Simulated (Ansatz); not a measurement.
Crystal: PdCl4, the geometry relaxed with DFT PBE, scalar-relativistic, plane waves, PAW in Ansatz; the starting structure was generated, so it need not be a known form of this composition.

Space group P4/mmm (No. 123). a = 4.233 Å, b = 4.233 Å, c = 7.157 Å, α = 90.00°, β = 90.00°, γ = 90.00°
```csv
atom,site,symmetry,x,y,z
Pd,1a,4/mmm,0.0000,0.0000,0.0000
Cl,4i,2mm.,0.5000,0.0000,0.2135
```

### What does its first Brillouin zone look like, and which path through it is standard?

It has a primitive tetragonal lattice (tP; extended symbol tP1). The zone is a parallelepiped in its combinatorial type: 6 faces (6 with 4 edges), 12 edges, 8 vertices. Path: Γ–X–M–Γ–Z–R–A–Z | X–R | M–A.

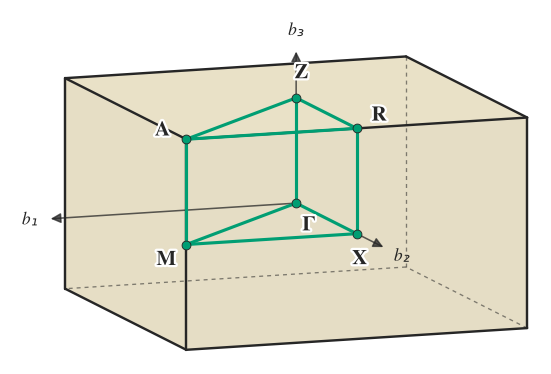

Labels and path follow the convention of Hinuma et al. (2017), as computed by seekpath; the arrows show the directions of the reciprocal primitive vectors b₁, b₂, b₃, in which coordinates are given; lengths include the factor 2π.

```
point   k₁   k₂   k₃  length of k (1/Å)
    Γ    0    0    0              0.000
    Z    0    0  1/2              0.439
    M  1/2  1/2    0              1.049
    A  1/2  1/2  1/2              1.138
    R    0  1/2  1/2              0.862
    X    0  1/2    0              0.742
```
